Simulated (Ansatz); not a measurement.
The starting structures come from a database of crystals and need not be the phases stable at ambient conditions.

 Where the default PAW files enter, the runs use the earlier of Ansatz's two default sets.

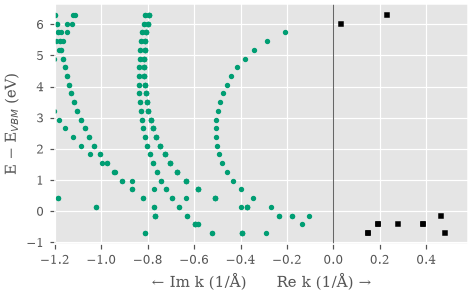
Figure. Complex bands at the centre of the two-dimensional zone; r2SCAN run with Ansatz (a program for electronic structure)

The gap is the functional's own, uncorrected, and κ follows it; spin-orbit coupling is left out. Mid-gap values are interpolated between the computed energies.

Q: This is SnH₈(NF₃)₂ (P-3m1, not sure to be the ambient phase, 17 atoms a cell, 9.1 Å³ an atom, -3 GPa at this level) along the normal of (001). Read off the slowest decay at the centre of the two-dimensional zone at 2.94 eV, the computed energy nearest the middle of the gap.

A: κ ≈ 0.50 1/Å, a decay length 1/(2κ) of the density of 0.99 Å.
